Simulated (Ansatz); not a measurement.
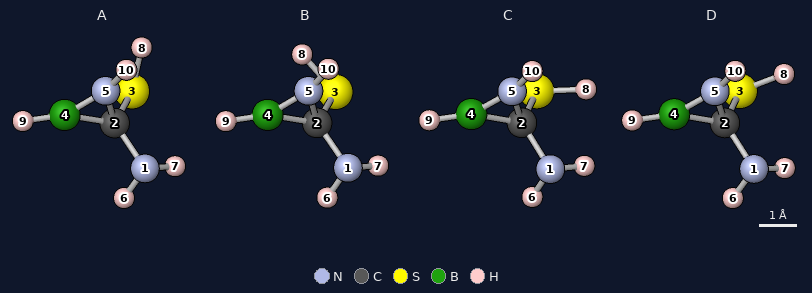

4 geometries from a converged minimum-energy path of CH5BN2S, shuffled. A ball-and-stick model, seen from a free direction.

Method: RKS PBE-D4/STO-3G in Ansatz. Set-up: 5 movable images; climbing image; force threshold 0.05 eV/Å; iteration limit 60; starting path through a guess of the saddle point.

**Which frame is the transition state?**

A. In order along the path, whose images run from 0 to 6: B (image 1, +1.3 kJ/mol), A (image 3, +8.5 kJ/mol), D (image 5, +0.1 kJ/mol), C (image 6, −1.9 kJ/mol). The motion is a rotation about the C2–S3 bond by about 155°. No bond forms or breaks between the ends.

Limits of the set-up: STO-3G is a minimal basis, so the numbers are rough.

The run took 2.9 min on 1 thread of Intel(R) Xeon(R) Platinum 8259CL CPU @ 2.50GHz (Skylake/Cascade Lake), with other jobs on the host, peak memory 0.11 GiB.
